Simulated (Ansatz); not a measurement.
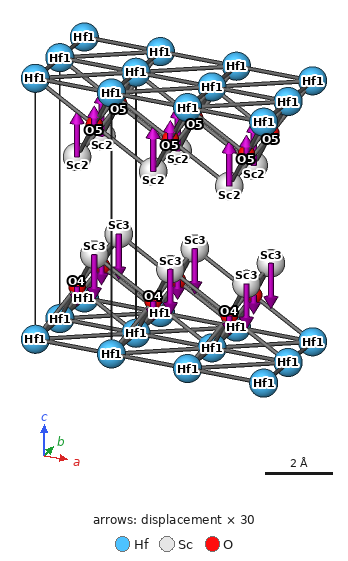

This is a relaxation of solid HfSc₂O₂ (built on the EuMn2P2 type). The starting structure is drawn; purple arrows show the displacements (the part carried along by the change of the cell is left out), magnified 30 times.

The picture is a ball-and-stick view of the cell of the calculation, repeated 3 × 2 × 1 with one cell outlined, seen slightly off an axis.

Case: EuMn2P2 type (P-3m1, No. 164).

Method: DFT PBE, scalar-relativistic, plane waves, PAW in Ansatz.

The input:
```yaml
crystal:
  lattice:
    - [3.1729315071, 0.0, 0.0]
    - [-1.5864657536, 2.7478392896, 0.0]
    - [0.0, 0.0, 8.0633933215]
  atoms:
    - { symbol: Hf, position: [0.0, 0.0, 0.0] }
    - { symbol: Sc, position: [0.3333333333, 0.6666666667, 0.6649665829] }
    - { symbol: Sc, position: [0.6666666667, 0.3333333333, 0.3350334171] }
    - { symbol: O, position: [0.3333333333, 0.6666666667, 0.1674862206] }
    - { symbol: O, position: [0.6666666667, 0.3333333333, 0.8325137794] }
basis:
  ecutwfc: 420
kpoints:
  mp_grid: { grid: [12, 12, 6] }
hamiltonian:
  xc: pbe
scf:
  occupations: { method: gaussian, width: 0.1 }
output:
  forces: true
  stress: true
  eigenvalues: true
relax:
  adjacent_minimum: "off"
  f_tol: 0.01
  max_steps: 80
  cell: { stress_tol: 0.05 }
```

Launched with:
```bash
ansatz run input.yaml --threads 1 --pin off --max-ram 2560MiB --backend cpu --events-out ev --progress --plain --runs-dir out
```

**Which element moves most?**

Scandium: up to 0.048 Å, against 0.020 Å for oxygen.

**What happened in the run?**

The largest moves relative to the cell, 0.048 Å, are those of Sc2 and Sc3. Sc3 goes along −c. Largest moves by element: Sc 0.048 Å, O 0.020 Å. Hf stays in place. The volume changes by +0.6 %, with a = b 3.173 → 3.218 Å (+1.4 %), c 8.063 → 7.883 Å (−2.2 %). Some distances before and after: Hf1–Sc2 3.264 → 3.190 Å, Hf1–Hf1 3.173 → 3.218 Å, Sc2–Sc2 3.173 → 3.218 Å, Sc2–Sc3 3.230 → 3.274 Å. Bond angles that change, for instance: O5–Sc2–O5 88.4° → 90.6°, Sc2–O5–Sc2 88.4° → 90.6°, Hf1–O5–Sc2 91.6° → 89.5°. The space group stays P-3m1 (No. 164). After 5 accepted moves (8 points after the start) the energy has fallen by 3.5 meV per atom. The largest force component goes from 0.26 to 0.0019 eV/Å. Pressure: −0.33 GPa at the start and 0.03 GPa at the end. The line search rejected the trial step at point 1 of the run. The SCF was repeated twice at an unchanged geometry on a basis and grid sized afresh for the cell, which shifted the energy by 0.3 meV per atom at most. The run took 2.3 min on 1 thread of Arm Neoverse V2, on a shared host, peak memory 0.51 GiB.

Limits of the set-up: layers or molecules are held without a dispersion correction, so their spacing is unreliable.
